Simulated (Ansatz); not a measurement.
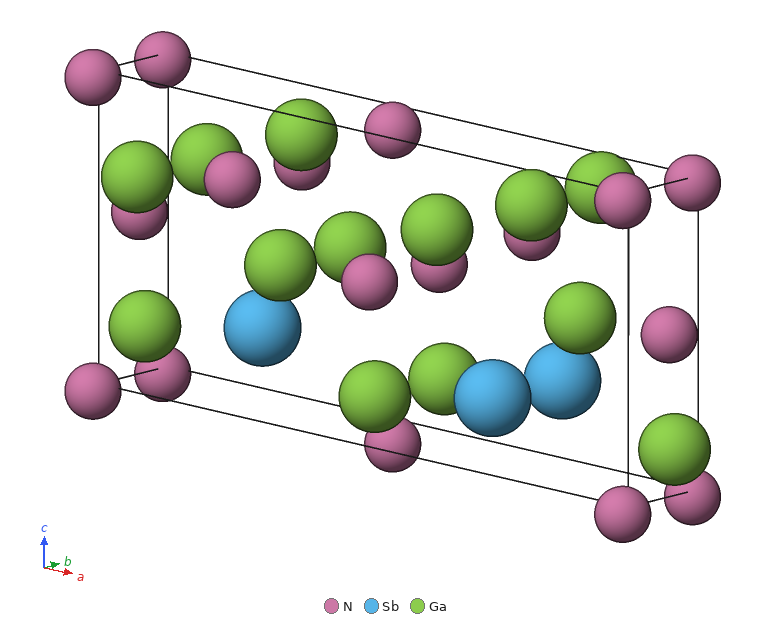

Spheres-only representation of a periodic structure, projected slightly off an axis. The wireframe shows the conventional unit cell.

Ga₄SbN₃, space group Cm (No. 8), a = 11.540 Å, b = 3.379 Å, c = 6.201 Å, α = 90.00°, β = 99.55°, γ = 90.00°. Its origin is a structure type filled with these elements by a generator (whether the compound takes this form wasn't checked). Earlier steps of the study, as a rule a relaxation of our own, may have changed the cell and positions, so they can lie some per cent off the listed ones. It was run through Ansatz as a DFT input.

This one geometry was computed with Ansatz (DFT, plane waves, PAW) at three levels of theory: PBE with spin-orbit coupling, PBE and r2SCAN. It was relaxed beforehand with r2SCAN.

Which level gives the highest pressure at this volume, and what does that say about its equilibrium volume?

Highest: PBE with spin-orbit coupling (4.2 GPa) and PBE (4.2 GPa), which points to the largest equilibrium volume. Lowest, with the smallest volume: r2SCAN (0.0 GPa). Levels within 0.5 GPa of each other can't be told apart.

How does the band gap change with the level of theory?

All levels give a metal, though semilocal functionals underestimate gaps and can close a small one.

Collect the results in a table.

| level | cutoff (eV) | k-mesh of the run's cell | gap (eV) | pressure (GPa) |
| --- | --- | --- | --- | --- |
| PBE with spin-orbit coupling | 420 | 8×8×4 | metal | 4.2 |
| PBE | 420 | 8×8×4 | metal | 4.2 |
| r2SCAN | 500 | 8×8×4 | metal | 0.0 |

Gaps are taken on the k-mesh or band path of each run.
